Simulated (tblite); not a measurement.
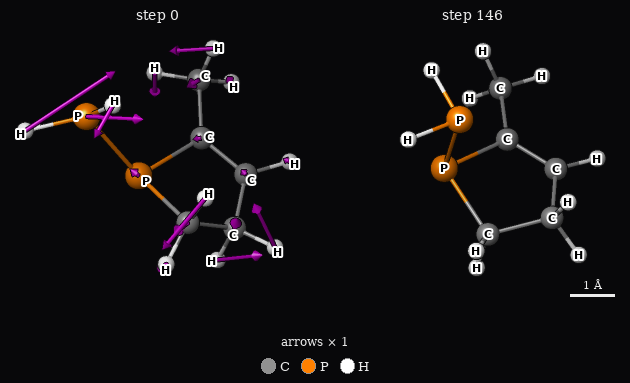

The structure of C₅H₁₀P₂ before (left) and after (right) a relaxation, at one scale. The purple arrows give the displacements, at their true length.

A ball-and-stick model, seen at a tilt.

All numbers below come from GFN2-xTB geometry optimisation, gas phase in tblite. 

**Describe what moved and what it gained.**

Over 146 geometry steps the energy falls by 41.2 kcal/mol. The atom that moves furthest after the best rigid fit is an H atom (2.52 Å). By element the largest moves are H 2.52 Å, P 1.54 Å, C 0.68 Å. Among the contacts that change: H–P 1.461 → 1.395 Å, C–C 1.433 → 1.496 Å, C–H 1.150 → 1.092 Å, C–H 1.124 → 1.080 Å. Among the angles between lasting bonds that change: P–P–H 114.7° → 92.3°, H–P–H 113.9° → 91.7°, P–P–H 112.1° → 92.7°. Groups turn about C–C by about 75°, C–C by about 55°, C–P by about 45°.
